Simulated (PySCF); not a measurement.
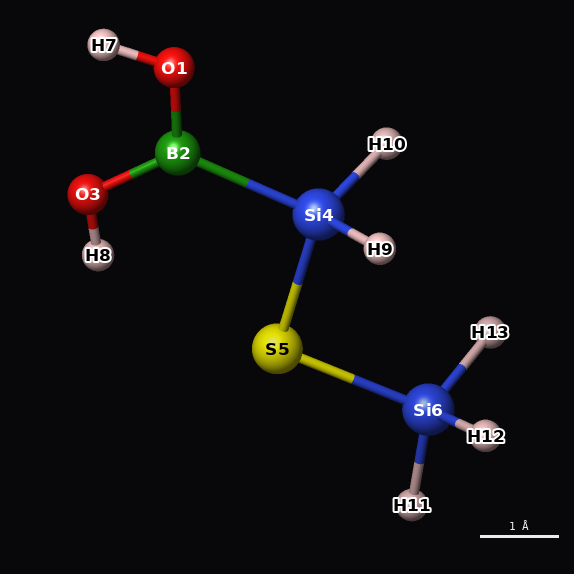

Atoms carry their numbers in the input. Computed geometry: PBE0-D3(BJ)/def2-SVP optimisation. No frequency run is at hand to confirm it as a minimum.

### How are the neighbours of atom 6 arranged?

Si6 has 4 neighbours (S5 at 2.15, H11 at 1.49, H12 at 1.49, H13 at 1.49 Å); the arrangement is tetrahedral.

### How are the neighbours of atom 5 arranged?

S5 has 2 neighbours (Si4 at 2.17, Si6 at 2.15 Å); the arrangement is bent.

### What is the geometry at O1?

O1 has 2 neighbours (B2 at 1.35, H7 at 0.97 Å); the arrangement is bent.

### Describe the coordination of atom 4.

Si4 has 4 neighbours (B2 at 2.03, S5 at 2.17, H9 at 1.50, H10 at 1.50 Å); the arrangement is tetrahedral.

### What is the dihedral angle B2–Si4–S5–Si6?

180° in size, that is anti.
